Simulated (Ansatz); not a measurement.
LuTl2N3

Input file:

```
crystal:
  lattice:
    - [2.8677002947, -5.5680796582, 0.0]
    - [2.8677002947, 5.5680796582, 0.0]
    - [0.0, 0.0, 3.4186161982]
  atoms:
    - { symbol: Lu, position: [0.5, 0.5, 0.0] }
    - { symbol: Tl, position: [0.0, 0.5, 0.5] }
    - { symbol: Tl, position: [0.5, 0.0, 0.5] }
    - { symbol: "N", position: [0.307, 0.693, 0.0] }
    - { symbol: "N", position: [0.693, 0.307, 0.0] }
    - { symbol: "N", position: [0.0, 0.0, 0.5] }
kpoints:
  mp_grid: { grid: [6, 6, 8] }
  band_path:
    path:
      - [0.0, 0.0, 0.0]
      - [-0.5, 0.5, 0.0]
      - [-0.3163126908, 0.6836873092, 0.0]
      - [0.3163126908, 0.3163126908, 0.0]
      - [0.0, 0.0, 0.5]
      - [0.3163126908, 0.3163126908, 0.5]
      - [-0.3163126908, 0.6836873092, 0.5]
      - [-0.5, 0.5, 0.5]
      - [0.0, 0.5, 0.0]
    npoints: 1
hamiltonian:
  xc: r2scan
  dispersion: rvv10
scf:
  occupations: { method: fermi_dirac, width: 0.03 }
  n_extra_bands: 5
output:
  forces: true
  stress: true
  eigenvalues: true
  write_density: true
  write_potential: true
  elf: true
  volumetric_format: npy
```

Command:

```sh
ansatz run input.yaml --threads 2 --pin off --max-ram 29491MiB --backend cpu --events-out ev --progress --plain --runs-dir out
```

Below, planes, directions and counts refer to the conventional cell (a = 5.74 Å, b = 11.14 Å, c = 3.42 Å, α = 90.00°, β = 90.00°, γ = 90.00°).

Space group Cmmm; a structure from a database of computed crystals, not necessarily the ambient phase; started from the CeAl2Cu3-65 prototype, which need not be the ambient phase.

All numbers below come from DFT, r2SCAN+rVV10, plane waves, PAW (Ansatz).

The density is the valence pseudo-density of a PAW calculation; it isn't the true density close to the nuclei.

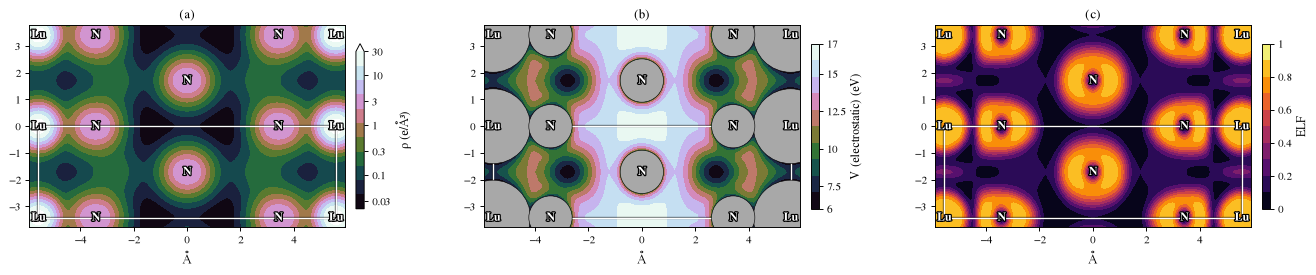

Figure 1. (a) valence pseudo-density; (b) electrostatic potential (local pseudopotential plus Hartree) felt by an electron; (c) ELF on the (100) plane of the conventional cell. Grey discs cover the atomic cores in the potential map.

Question: Describe what can be read from this map.

Answer: The plane passes through Lu and N nuclei. Lu–N (2.15 Å): the density is about 0.67 e/Å³ at the midpoint; the ELF peaks at about 0.90 in the valence shell of N, 0.6 Å from its nucleus, and drops to about 0.20 between the two atoms: no shared electron pair shows on this line. Between the atoms the lowest density in this plane is 0.02 e/Å³. The features right at Lu lie inside the PAW spheres, where the map follows smoothed inner orbitals and isn't to be read closely. Outside the cores the potential energy rises away from the atoms and is highest about 1.7 Å from the nearest atoms; its zero is arbitrary.

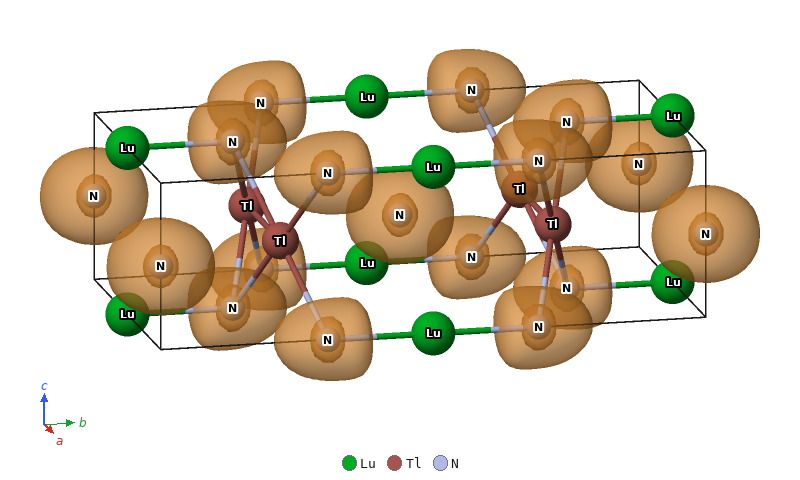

Figure 2. Isosurface of the electron localisation function at 0.65 (orange), seen slightly off an axis. Only the valence region is drawn (cores and ρ < 0.01 e/Å³ removed). Sticks mark near contacts.

Question: Describe the localisation domains.

Answer: The surface consists of six regions wrapped around N (the valence shell of each), counted in one cell of 12 atoms. Regions shared between cells count once.


 Tl–N (2.32 Å): the ELF peaks at about 0.80 in the valence shell of N, 0.6 Å from its nucleus, and drops to about 0.20 between the two atoms (no localised pair shows between them).
